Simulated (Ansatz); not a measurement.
| atom | x (Å) | y (Å) | z (Å) |
| --- | --- | --- | --- |
| Ge | 0.0207 | -0.0141 | -1.0994 |
| H | 1.1327 | 0.2487 | 1.4048 |
| H | 1.6497 | -0.1482 | 1.1169 |
| F | -0.7952 | 1.2384 | -0.2239 |
| F | -0.8546 | -1.3248 | -0.3822 |

Not at a stationary point (largest force 1.5 eV/Å).

Theory: RHF/def2-SVP (Ansatz 0.2.0).

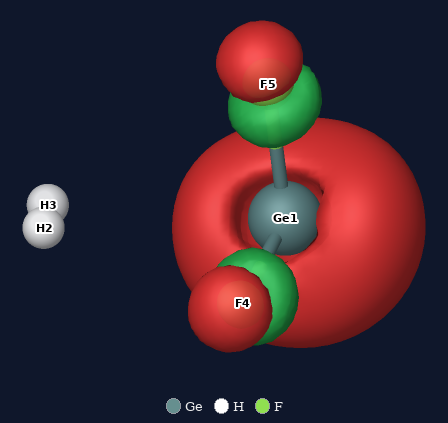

F2Ge···H2. The HOMO at ±0.15 Å⁻³ᐟ² (green and red are the two phases), seen at a tilt.

Q: Where does this orbital lie, and at what energy?

A: Its weight (Hirshfeld) is mainly on Ge1 (about 80 %), F5 (about 10 %) and F4 (about 10 %). Its energy is −11.55 eV.
